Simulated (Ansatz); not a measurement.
# quartet AlH2O at 6 levels

We compute a comparison of 6 runs (U-wB97M-V/STO-3G, UB2PLYP/STO-3G, UBHLYP/STO-3G, UPBE0/STO-3G, UCCSDT(Q)/STO-3G, UCCSDT/STO-3G) of quartet AlH2O. 

The calculation is run with Ansatz 0.2.0.

51 further runs of the same task are left out: 1 that didn't finish, 50 set aside as unsound or not needed.

## Step 1: Starting point

AlH2O has 4 atoms, charge 0, and is taken as a quartet. As SMILES of the parent species, `[O][AlH2]`. Geometry: relaxed at PBE0-D4/def2-TZVP. That shape belongs to the parent species and isn't relaxed for this state.

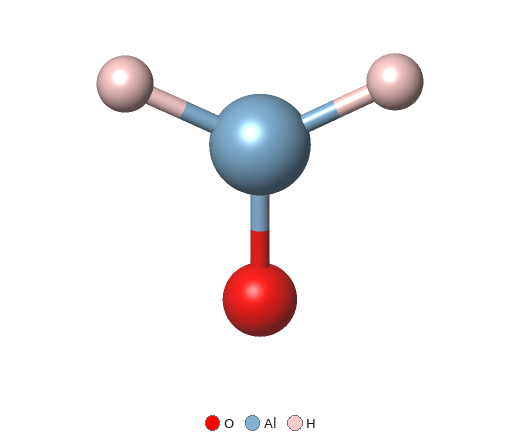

The structure, seen from a chosen angle (oxygen red, aluminium light blue, hydrogen pink).

## Step 2: The energy at U-wB97M-V/STO-3G (run 1)

File run.yaml:

```yaml
crystal:
  periodic: [false, false, false]
  atoms:
    - symbol: O
      position_ang: [0.062600, -0.856300, 1.401400]
    - symbol: Al
      position_ang: [0.011300, 0.029900, -0.080400]
    - symbol: H
      position_ang: [-1.149600, -0.360800, -1.076000]
    - symbol: H
      position_ang: [1.131100, 1.126800, -0.265300]
basis:
  gaussian:
    orbitals: STO-3G
magnetization:
  spin_polarized: true
  initial_magnetization: 3
hamiltonian:
  xc: {name: wB97M-V}
accuracy: high
```

Command:

```
$ ansatz run run.yaml --threads 1 --pin off --max-ram 2610MiB --events-out events.jsonl --progress --plain --runs-dir runs
```

The log of the run:

```text
Warning: RAYON_NUM_THREADS=1 ignored (pool sized by the plan → 1); use --threads N
Functional definition: wB97M-V
  name "wB97M-V"
  parameter omega = 0.3/bohr
  parameter cx = 0.15
  parameter cx01 = 1.007
  parameter cx10 = 0.259
  parameter css00 = 0.443
  parameter css04 = -1.437
  parameter css10 = -4.535
  parameter css20 = -3.390
  parameter css43 = 4.278
  parameter cos00 = 1.000
  parameter cos10 = 1.358
  parameter cos20 = 2.924
  parameter cos21 = -8.812
  parameter cos60 = -1.390
  parameter cos61 = 9.142
  parameter b = 6.0
  parameter c = 0.01
  gx(w, u) = 1 - cx + cx01*u + cx10*w
  gss(w, u) = css00 + css04*u^4 + css10*w + css20*w^2 + css43*w^4*u^3
  gos(w, u) = cos00 + cos10*w + (cos20 + cos21*u)*w^2 + (cos60 + cos61*u)*w^6
  exchange = spin_sum(e_x_unif_sr(omega)*gx(b97_w, b97_u_x)) + cx*exact_x_sr(omega) + exact_x_lr(omega)
  correlation = spin_sum(e_c_pw_mod_same_spin*gss(b97_w, b97_u_same))
      + integral(e_c_pw_mod_opposite_spin*gos(b97_w_opposite, b97_u_opposite)) + vv10(b, c)
267 factors; integrals over basis functions are off by at most 2.5e-8 eV
119 factors; integrals over basis functions are off by at most 8.7e-10 eV
mean field evaluation 1: about -8556.8074 eV, gradient 1.1e1 eV
mean field evaluation 2: about -8557.8923 eV, gradient 6.8e0 eV
mean field evaluation 4: about -8558.3716 eV, gradient 3.3e-1 eV
mean field evaluation 8: about -8558.3792 eV, gradient 1.3e-2 eV
mean field evaluation 16: about -8559.9757 eV, gradient 2.0e-2 eV
mean field -8559.96127600 eV, -314.5727747430 hartree, gradient 3.2e-8 eV, S^2 3.751994; 4 other end points of the search recorded, 0 dependent functions left out
reference -8559.96127810 eV, -314.5727748200 hartree; 13, 10 occupied and 3, 6 virtual orbitals, 267 factors
Total energy: -8559.96127810 eV, -314.5727748200 hartree
```

It took 17 s on 1 thread of Arm Neoverse V1, shared host; peak memory 0.44 GiB.

## Step 3: A single-point energy at UB2PLYP/STO-3G (run 2)

File job.yaml:

```yaml
basis:
  gaussian: {orbitals: STO-3G}
crystal:
  periodic: [false, false, false]
  atoms:
    - symbol: O
      position_ang: [0.062600, -0.856300, 1.401400]
    - symbol: Al
      position_ang: [0.011300, 0.029900, -0.080400]
    - symbol: H
      position_ang: [-1.149600, -0.360800, -1.076000]
    - symbol: H
      position_ang: [1.131100, 1.126800, -0.265300]
magnetization: {spin_polarized: true, initial_magnetization: 3}
hamiltonian: {xc: {name: B2PLYP}}
correlation: {frozen_orbitals: {Al: 5, H: 0, O: 1}}
accuracy: high
```

Command:

```
$ ansatz run job.yaml --threads 1 --pin off --max-ram 2610MiB --events-out events.jsonl --progress --plain --runs-dir runs
```

The log of the run, cut to the lines that bear on the results:

```text
Warning: RAYON_NUM_THREADS=1 ignored (pool sized by the plan → 1); use --threads N
Functional definition: B2PLYP
  name "B2PLYP"
[...]
267 factors; integrals over basis functions are off by at most 2.5e-8 eV
[...]
mean field -8553.14956100 eV, -314.3224488338 hartree, gradient 1.5e-8 eV, S^2 3.754260; 4 other end points of the search recorded, 0 dependent functions left out
6 core orbitals not correlated: weight in the atoms' cores, before any rotation towards them, 0.999 or more for the frozen orbitals, at most 0.000 for the correlated occupied ones
reference -8553.14957631 eV, -314.3224493964 hartree; 7, 4 occupied and 3, 6 virtual orbitals, 267 factors
second order -1.42024415 eV of doubles, -0.00000000 eV of singles
Total energy: -8553.53304223 eV, -314.3365415090 hartree
```

Wall time 2.1 s (1 thread of Arm Neoverse V1, shared host); peak memory 0.12 GiB.

Runs 3 to 4 aren't shown in full; the table further down has their settings and results.

## Step 4: The energy at UCCSDT(Q)/STO-3G (run 5)

File run.yaml:

```yaml
crystal:
  periodic: [false, false, false]
  atoms:
    - {symbol: O, position_ang: [0.062600, -0.856300, 1.401400]}
    - {symbol: Al, position_ang: [0.011300, 0.029900, -0.080400]}
    - {symbol: H, position_ang: [-1.149600, -0.360800, -1.076000]}
    - {symbol: H, position_ang: [1.131100, 1.126800, -0.265300]}
basis:
  gaussian:
    orbitals: STO-3G
total_charge: 0
magnetization:
  spin_polarized: true
  initial_magnetization: 3
correlation:
  method: ccsdt_q
  frozen_orbitals: {Al: 5, H: 0, O: 1}
accuracy: high
scf:
  omitted_lower_state_checks: [cluster_reference, increment]
```

Command:

```
$ ansatz run run.yaml --threads 1 --pin off --max-ram 2610MiB --events-out events.jsonl --progress --plain --runs-dir runs
```

The log of the run, cut to the lines that bear on the results:

```text
Warning: RAYON_NUM_THREADS=1 ignored (pool sized by the plan → 1); use --threads N
Functional definition: HF
  name "HF"
[...]
267 factors; integrals over basis functions are off by at most 2.5e-8 eV
[...]
mean field -8538.07106230 eV, -313.7683242273 hartree, gradient 7.3e-8 eV, S^2 3.777494; 8 other end points of the search recorded, 0 dependent functions left out
6 core orbitals not correlated: weight in the atoms' cores, before any rotation towards them, 0.999 or more for the frozen orbitals, at most 0.000 for the correlated occupied ones
reference -8538.07106230 eV, -313.7683242273 hartree; 7, 4 occupied and 3, 6 virtual orbitals, 267 factors
second order -0.81594529 eV of doubles, -0.00000000 eV of singles
cycle   1  -1.10586636 eV  change   -2.9e-1 eV  update   5.7e-2
[...]
cycle  42  -1.45022370 eV  change  -5.9e-10 eV  update   1.2e-9
perturbative correction -0.00068722 eV, -0.0000252550 hartree
Total energy: -8539.52197323 eV, -313.8216442204 hartree
Checks for a lower state left out: cluster_reference, increment
```

Wall time 0.72 s (1 thread of Arm Neoverse V1, shared host).

## Step 5: The energy at UCCSDT/STO-3G (run 6)

File job.yaml:

```yaml
crystal:
  periodic: [false, false, false]
  atoms:
    - {symbol: O, position_ang: [0.062600, -0.856300, 1.401400]}
    - {symbol: Al, position_ang: [0.011300, 0.029900, -0.080400]}
    - {symbol: H, position_ang: [-1.149600, -0.360800, -1.076000]}
    - {symbol: H, position_ang: [1.131100, 1.126800, -0.265300]}
basis:
  gaussian: {orbitals: STO-3G}
accuracy: high
scf: {omitted_lower_state_checks: [cluster_reference, increment]}
correlation: {method: ccsdt, frozen_orbitals: {Al: 5, H: 0, O: 1}}
magnetization: {spin_polarized: true, initial_magnetization: 3}
```

Command:

```
$ ansatz run job.yaml --threads 1 --pin off --max-ram 2610MiB --events-out events.jsonl --progress --plain --runs-dir runs
```

The log of the run, cut to the lines that bear on the results:

```text
Warning: RAYON_NUM_THREADS=1 ignored (pool sized by the plan → 1); use --threads N
[... 2 set-up lines as earlier in the session ...]
[...]
267 factors; integrals over basis functions are off by at most 2.5e-8 eV
[...]
mean field -8538.07106230 eV, -313.7683242273 hartree, gradient 7.3e-8 eV, S^2 3.777494; 8 other end points of the search recorded, 0 dependent functions left out
6 core orbitals not correlated: weight in the atoms' cores, before any rotation towards them, 0.999 or more for the frozen orbitals, at most 0.000 for the correlated occupied ones
reference -8538.07106230 eV, -313.7683242273 hartree; 7, 4 occupied and 3, 6 virtual orbitals, 267 factors
second order -0.81594529 eV of doubles, -0.00000000 eV of singles
cycle   1  -1.10586636 eV  change   -2.9e-1 eV  update   5.7e-2
[...]
cycle  42  -1.45022370 eV  change  -5.9e-10 eV  update   1.2e-9
Total energy: -8539.52128601 eV, -313.8216189654 hartree
Checks for a lower state left out: cluster_reference, increment
```

Run time: 0.58 s. Hardware: 1 thread of Arm Neoverse V1, shared host.

## Step 6: Overview of the runs

```tsv
run	level	frozen core orbitals	energy (Eh)	⟨S²⟩	wall time
1	U-wB97M-V/STO-3G	–	-314.572775	3.752	17 s
2	UB2PLYP/STO-3G	6	-314.336542	3.754	2.1 s
3	UBHLYP/STO-3G	–	-314.543366	3.753	1.8 s
4	UPBE0/STO-3G	–	-314.389230	3.752	1.6 s
5	UCCSDT(Q)/STO-3G	6	-313.821644	3.777	0.72 s
6	UCCSDT/STO-3G	6	-313.821619	3.777	0.58 s
```

## Step 7: Summary of results

| quantity | value |
| --- | --- |
| run 6: total energy | -313.82162 Eh |
| run 6: correlation energy (6 core orbitals frozen) | -53.3 mEh |
| run 6: ⟨S²⟩ of the reference determinant | 3.777 |
| run 6: T1 diagnostic | 0.032 |

In words: Totals of different functionals can't be ranked against each other. In runs 1, 2, 3, 4, 5, 6 the basis is minimal, so the values are rough. All runs together took 24 s, the longest 17 s.
